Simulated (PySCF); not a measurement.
**Pb(CH3)2: other spin states, a change of charge and excitations**

How does Pb(CH3)2 respond at fixed geometry? The runs cover other spin states, a change of charge and excitations. The species was built from a template and needn't be a known compound.

Method: TPSS, Pb def2-SVP with ECP60, C def2-SVP, H def2-SVP; scalar-relativistic core potentials, no spin–orbit coupling; program: PySCF 2.14.0.

3 further runs of the same task are left out: 2 for a known fault of the program, 1 set aside as unsound or not needed. Runs told in other sessions of the task aren't counted.

## Step 1: Where the work starts

9 atoms, charge 0, spin multiplicity 1.

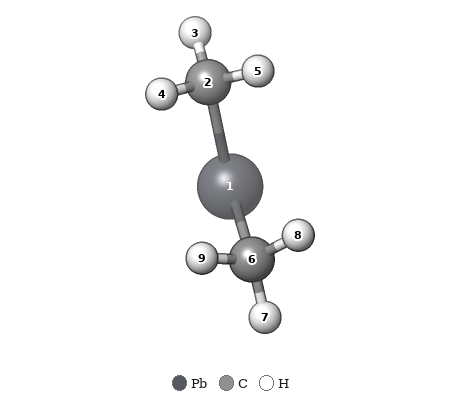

The structure; lead dark grey, carbon grey, hydrogen white; atoms are numbered from 1 in the order of the file.

Coordinates:

```xyz
9
charge 0, multiplicity 1
Pb    0.0000    0.0000   -0.7902
C     1.6710    0.0000    0.8438
H     2.6840    0.0000    0.4060
H     1.5480    0.8936    1.4849
H     1.5480   -0.8936    1.4849
C    -1.6710    0.0000    0.8438
H    -2.6840    0.0000    0.4060
H    -1.5480   -0.8936    1.4849
H    -1.5480    0.8936    1.4849
```

Formal oxidation states: Pb +2. An earlier session relaxed this geometry at TPSS, Pb def2-SVP with ECP60, C def2-SVP, H def2-SVP (singlet, point group C2v).

Its energy there is -272.565962 Eh.

## Step 2: Multiplicity 3 at the relaxed geometry

Input file run.py (the lines that set the calculation):

```python
mol = gto.M(atom='''
Pb     0.00000     0.00000    -0.79022
C      1.67096     0.00000     0.84382
H      2.68403     0.00000     0.40599
H      1.54800     0.89357     1.48485
H      1.54800    -0.89357     1.48485
C     -1.67096     0.00000     0.84382
H     -2.68403     0.00000     0.40599
H     -1.54800    -0.89357     1.48485
H     -1.54800     0.89357     1.48485''',
    basis={'Pb': 'def2-SVP', 'C': 'def2-SVP', 'H': 'def2-SVP'},
    ecp={'Pb': 'def2-SVP'},
    charge=0, spin=2)
mf = dft.UKS(mol, xc='TPSS')
mf.grids.atom_grid = (50, 194)
mf = mf.density_fit()  # fitting sets: Pb def2-universal-JKFIT, C def2-universal-JKFIT, H def2-universal-JKFIT
mf.conv_tol = 1e-08; mf.max_cycle = 55
mf.kernel(dm0)  # dm0: free metal ions and neutral atoms
```

On the command line:

```bash
$ OMP_NUM_THREADS=2 python run.py
```

What it wrote:

```text
init E= -276.306794518069
  HOMO = -0.181955077483  LUMO = -0.180767685867  gap/eV = 0.03231
cycle= 1 E= -269.820104568381  delta_E= 6.49  |g|= 1.68  |ddm|= 3.12
cycle= 2 E= -227.104138304424  delta_E= 42.7  |g|= 6.22  |ddm|=   11
cycle= 3 E= -270.737607228368  delta_E= -43.6  |g|= 1.48  |ddm|= 10.3
cycle= 4 E= -272.436434655113  delta_E= -1.7  |g|= 0.322  |ddm|= 5.47
cycle= 5 E= -272.493391217465  delta_E= -0.057  |g|= 0.0923  |ddm|= 0.713
cycle= 6 E= -272.499966848827  delta_E= -0.00658  |g|= 0.0108  |ddm|= 0.194
cycle= 7 E= -272.500051354407  delta_E= -8.45e-05  |g|= 0.00412  |ddm|= 0.019
cycle= 8 E= -272.500064606651  delta_E= -1.33e-05  |g|= 0.00137  |ddm|= 0.00713
cycle= 9 E= -272.500066843718  delta_E= -2.24e-06  |g|= 0.000546  |ddm|= 0.00325
cycle= 10 E= -272.500067149592  delta_E= -3.06e-07  |g|= 0.000136  |ddm|= 0.00123
cycle= 11 E= -272.500067166451  delta_E= -1.69e-08  |g|= 2.02e-05  |ddm|= 0.000294
cycle= 12 E= -272.500067166856  delta_E= -4.05e-10  |g|= 4.22e-06  |ddm|= 4.35e-05
Extra cycle  E= -272.500067166854  delta_E= 2.05e-12  |g|= 5.66e-06  |ddm|= 1.85e-05
converged SCF energy = -272.500067166854  <S^2> = 2.0031378  2S+1 = 3.0020912
```

It took 5.6 s on 2 threads of Arm Neoverse V1, shared host.

Result: E = -272.500067 Eh (+1.793 eV from the relaxed state), HOMO -3.28 eV, LUMO -4.85 eV (over both spins), ⟨S²⟩ = 2.003, Mulliken charge on Pb1 +0.16 e. An empty level of one spin lies below a filled level of the other.

## Step 3: One electron removed, multiplicity 2

Changes to run.py (the lines that set the calculation) since step 2:

```diff
@@ -12,3 +12,3 @@
     ecp={'Pb': 'def2-SVP'},
-    charge=0, spin=2)
+    charge=1, spin=1)
 mf = dft.UKS(mol, xc='TPSS')
@@ -17,2 +17,2 @@
 mf.conv_tol = 1e-08; mf.max_cycle = 55
-mf.kernel(dm0)  # dm0: free metal ions and neutral atoms
+mf.kernel(dm0)  # dm0: the density of the relaxed state
```

On the command line:

```bash
$ OMP_NUM_THREADS=2 python run.py
```

What it wrote:

```text
init E= -272.569533786868
  HOMO = -0.187698361273  LUMO = -0.181712412457  gap/eV = 0.16289
cycle= 1 E= -272.256161523702  delta_E= 0.313  |g|= 0.169  |ddm|= 0.801
  HOMO = -0.468157477873  LUMO = -0.435985897512  gap/eV = 0.87543
cycle= 2 E= -272.255199981374  delta_E= 0.000962  |g|= 0.204  |ddm|= 0.644
  HOMO = -0.425768160221  LUMO = -0.398179507341  gap/eV = 0.75073
cycle= 3 E= -272.277141461733  delta_E= -0.0219  |g|= 0.0428  |ddm|= 0.235
  HOMO = -0.423893941969  LUMO = -0.392387551063  gap/eV = 0.85733
cycle= 4 E= -272.278372017404  delta_E= -0.00123  |g|= 0.0184  |ddm|= 0.103
  HOMO = -0.421492705727  LUMO = -0.390401695128  gap/eV = 0.84603
cycle= 5 E= -272.278612662299  delta_E= -0.000241  |g|= 0.00169  |ddm|= 0.0256
  HOMO = -0.421160264762  LUMO = -0.3902687457  gap/eV = 0.84060
cycle= 6 E= -272.278616267724  delta_E= -3.61e-06  |g|= 0.000713  |ddm|= 0.00454
  HOMO = -0.421190242624  LUMO = -0.390241523794  gap/eV = 0.84216
cycle= 7 E= -272.27861693036  delta_E= -6.63e-07  |g|= 0.000162  |ddm|= 0.00187
  HOMO = -0.421171751815  LUMO = -0.390228953808  gap/eV = 0.84200
cycle= 8 E= -272.278616969421  delta_E= -3.91e-08  |g|= 6.13e-05  |ddm|= 0.00046
  HOMO = -0.421166610478  LUMO = -0.390227434886  gap/eV = 0.84190
cycle= 9 E= -272.278616972504  delta_E= -3.08e-09  |g|= 2.08e-05  |ddm|= 0.000111
  HOMO = -0.421165075885  LUMO = -0.390227122487  gap/eV = 0.84186
Extra cycle  E= -272.278616970768  delta_E= 1.74e-09  |g|= 5.25e-05  |ddm|= 0.000119
converged SCF energy = -272.278616970768  <S^2> = 0.75581024  2S+1 = 2.0058018
```

Run time: 4.2 s. Hardware: 2 threads of Arm Neoverse V1, shared host.

Result: E = -272.278617 Eh (+7.819 eV from the relaxed state), HOMO -11.46 eV, LUMO -10.62 eV (over both spins), ⟨S²⟩ = 0.756, Mulliken charge on Pb1 +0.89 e. 

## Step 4: One electron added, multiplicity 2

Changes to run.py (the lines that set the calculation) since step 3:

```diff
@@ -12,3 +12,3 @@
     ecp={'Pb': 'def2-SVP'},
-    charge=1, spin=1)
+    charge=-1, spin=1)
 mf = dft.UKS(mol, xc='TPSS')
```

On the command line:

```bash
$ OMP_NUM_THREADS=2 python run.py
```

What it wrote:

```text
init E= -272.569193806419
  HOMO = -0.108332369306  LUMO = -0.104505815396  gap/eV = 0.10413
cycle= 1 E= -272.555067980586  delta_E= 0.0141  |g|= 0.154  |ddm|= 0.842
  HOMO = 0.12497681775  LUMO = 0.162445562287  gap/eV = 1.01958
cycle= 2 E= -272.558901278552  delta_E= -0.00383  |g|= 0.177  |ddm|= 0.98
  HOMO = 0.0867123487644  LUMO = 0.126278956678  gap/eV = 1.07666
cycle= 3 E= -272.580582593396  delta_E= -0.0217  |g|= 0.0153  |ddm|= 0.41
  HOMO = 0.0795740206837  LUMO = 0.120168015144  gap/eV = 1.10462
cycle= 4 E= -272.58065418157  delta_E= -7.16e-05  |g|= 0.0125  |ddm|= 0.0398
  HOMO = 0.0788442154937  LUMO = 0.119646599614  gap/eV = 1.11029
cycle= 5 E= -272.580736531875  delta_E= -8.24e-05  |g|= 0.00375  |ddm|= 0.0191
  HOMO = 0.0787788366484  LUMO = 0.119729112213  gap/eV = 1.11431
cycle= 6 E= -272.580747585621  delta_E= -1.11e-05  |g|= 0.000756  |ddm|= 0.00817
  HOMO = 0.0787591587508  LUMO = 0.119740501185  gap/eV = 1.11516
cycle= 7 E= -272.580748250399  delta_E= -6.65e-07  |g|= 0.000225  |ddm|= 0.00217
  HOMO = 0.0787621412576  LUMO = 0.119753303161  gap/eV = 1.11543
cycle= 8 E= -272.58074832779  delta_E= -7.74e-08  |g|= 8.33e-05  |ddm|= 0.000773
  HOMO = 0.0787604928317  LUMO = 0.119753871411  gap/eV = 1.11549
cycle= 9 E= -272.58074833497  delta_E= -7.18e-09  |g|= 1.44e-05  |ddm|= 0.000224
  HOMO = 0.0787620849626  LUMO = 0.119755635345  gap/eV = 1.11549
Extra cycle  E= -272.580748335097  delta_E= -1.27e-10  |g|= 1.32e-05  |ddm|= 3.97e-05
converged SCF energy = -272.580748335097  <S^2> = 0.75293014  2S+1 = 2.002928
```

Run time: 4.3 s. Hardware: 2 threads of Arm Neoverse V1, shared host.

Result: E = -272.580748 Eh (-0.402 eV from the relaxed state), HOMO 2.14 eV, LUMO 3.26 eV (over both spins), ⟨S²⟩ = 0.753, Mulliken charge on Pb1 -0.33 e. The highest filled level lies above zero; it isn't the detachment energy.

## Step 5: Singlet excitations, Tamm-Dancoff B3LYP

Changes to run.py (the lines that set the calculation) since step 4:

```diff
@@ -12,4 +12,4 @@
     ecp={'Pb': 'def2-SVP'},
-    charge=-1, spin=1)
-mf = dft.UKS(mol, xc='TPSS')
+    charge=0, spin=0)
+mf = dft.RKS(mol, xc='B3LYP')
 mf.grids.atom_grid = (50, 194)
```

On the command line:

```bash
$ OMP_NUM_THREADS=2 python run.py
```

What it wrote:

```text
init E= -272.67286728722
  HOMO = -0.211408831192827  LUMO = -0.0922988523889519  gap/eV = 3.24115
cycle= 1 E= -272.673848280405  delta_E= -0.000981  |g|= 0.0201  |ddm|= 0.13
  HOMO = -0.210273777476843  LUMO = -0.0931158514577195  gap/eV = 3.18803
cycle= 2 E= -272.673754404739  delta_E= 9.39e-05  |g|= 0.0254  |ddm|= 0.0529
  HOMO = -0.212207182310332  LUMO = -0.0934724768787216  gap/eV = 3.23094
cycle= 3 E= -272.67393644028  delta_E= -0.000182  |g|= 0.00463  |ddm|= 0.0308
  HOMO = -0.212221257210679  LUMO = -0.0937353980243607  gap/eV = 3.22416
cycle= 4 E= -272.673942586719  delta_E= -6.15e-06  |g|= 0.000504  |ddm|= 0.00707
  HOMO = -0.212135556426444  LUMO = -0.0936304307758196  gap/eV = 3.22469
cycle= 5 E= -272.673942665539  delta_E= -7.88e-08  |g|= 8.6e-05  |ddm|= 0.00119
  HOMO = -0.212142116903964  LUMO = -0.0936400617779558  gap/eV = 3.22461
cycle= 6 E= -272.673942667856  delta_E= -2.32e-09  |g|= 7.93e-06  |ddm|= 0.00011
  HOMO = -0.212144951292011  LUMO = -0.0936428371484066  gap/eV = 3.22461
Extra cycle  E= -272.67394266787  delta_E= -1.4e-11  |g|= 5.57e-06  |ddm|= 2.74e-05
converged SCF energy = -272.67394266787
```

It took 28 s on 2 threads of Arm Neoverse V1, shared host.

Read off: E = -272.673943 Eh, HOMO -5.77 eV, LUMO -2.55 eV, Mulliken charge on Pb1 +0.44 e. 

Singlet excitations:

```
state  energy (eV)  oscillator strength
    1         2.36               0.0154
    2         2.99               0.0000
    3         5.66               0.1676
    4         5.97               0.0488
    5         6.60               0.1810
    6         6.64               0.0000
    7         6.66               0.0038
    8         6.92               0.0026
```

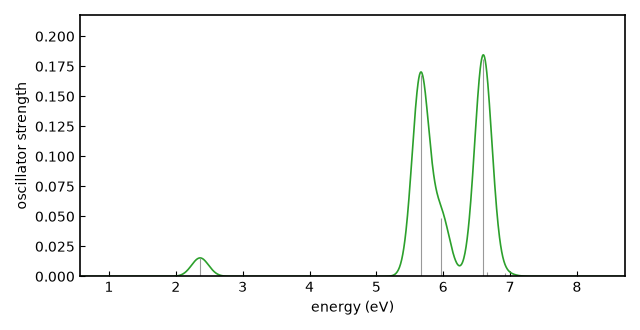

Absorption from the eight lowest singlets. Lines are broadened to a width of 0.30 eV (Gaussian).

## Step 6: The states side by side

| state | energy from the relaxed state (eV) | ⟨S²⟩ | time |
| --- | --- | --- | --- |
| charge 0, singlet, vacuum (relaxed) | 0 | 0.00 |  |
| charge -1, doublet, vacuum | -0.40 | 0.75 | 4.3 s |
| charge 0, triplet, vacuum | 1.79 | 2.00 | 5.6 s |
| charge +1, doublet, vacuum | 7.82 | 0.76 | 4.2 s |

An electron taken off or put on is at rest in vacuum. 

In the excitation run (B3LYP), the lowest singlet lies at 2.36 eV (gaps between orbitals at other levels can't be set against it), and the brightest of the eight at 6.60 eV (f = 0.181); spin–orbit coupling would mix in triplets. Removing an electron vertically costs 7.82 eV (doublet), against −HOMO = 5.03 eV. Adding an electron vertically releases 0.40 eV (doublet). The triplet lies 1.79 eV above at this geometry. The bases are small and lack diffuse functions. Spin–orbit coupling is left out.
